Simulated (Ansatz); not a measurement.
Consider FH5Si2···HBr.

Input file:

```
crystal:
  periodic: [false, false, false]
  atoms:
    - { symbol: Si, position_ang: [-0.3385, -0.8608, 0.0924] }
    - { symbol: Br, position_ang: [2.2132, -1.7198, -0.1252] }
    - { symbol: H, position_ang: [-0.6208, -1.7522, -1.0599] }
    - { symbol: H, position_ang: [-0.9364, -1.6319, 1.1751] }
    - { symbol: Si, position_ang: [-0.6051, 1.3133, -0.665] }
    - { symbol: H, position_ang: [1.7237, -0.6053, 1.4454] }
    - { symbol: F, position_ang: [0.6565, -0.1091, 1.6647] }
    - { symbol: H, position_ang: [-0.1886, 2.3225, 0.3105] }
    - { symbol: H, position_ang: [0.1315, 1.558, -1.9073] }
    - { symbol: H, position_ang: [-2.0354, 1.4854, -0.9305] }
basis:
  gaussian: { orbitals: def2-SVP }
hamiltonian:
  xc: hf
relax:
  f_tol: 0.15
  max_steps: 25
  restrain:
    - { distance: [0, 6], at: 1.68, k: 30.0 }
    - { distance: [5, 1], at: 1.51, k: 30.0 }
    - { distance: [0, 1], at: 3.61, k: 30.0 }
    - { distance: [5, 6], at: 2.18, k: 30.0 }
output:
  orbitals: {}
```

Command:

```sh
ansatz run input.yaml --threads 2 --pin off --max-ram 3072MiB --backend cpu --events-out ev --progress --plain --runs-dir out
```

The fields are those of the run's last geometry, not of the input's.

Not at a stationary point (largest force 1.4 eV/Å).

Computed with RHF/def2-SVP in Ansatz.

What can the converged electron density and electron localisation function tell about the bonding?

Si–F (1.65 Å): the density is about 0.93 e/Å³ at the midpoint; the ELF peaks at about 0.85 in the valence shell of F, 0.7 Å from its nucleus, and is about 0.55 at the midpoint.
Si–Si (2.36 Å): ρ at the midpoint is about 0.69 e/Å³; the ELF peaks at about 1 between the atoms (a covalent bond).

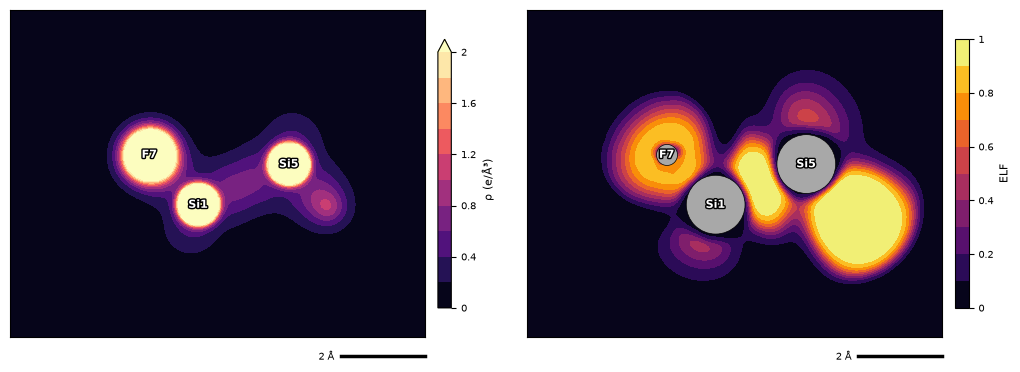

Computed electron density and electron localisation function on the plane of atoms Si5, Si1 and F7, in this order. Grey discs cover the atomic cores in the ELF map. 
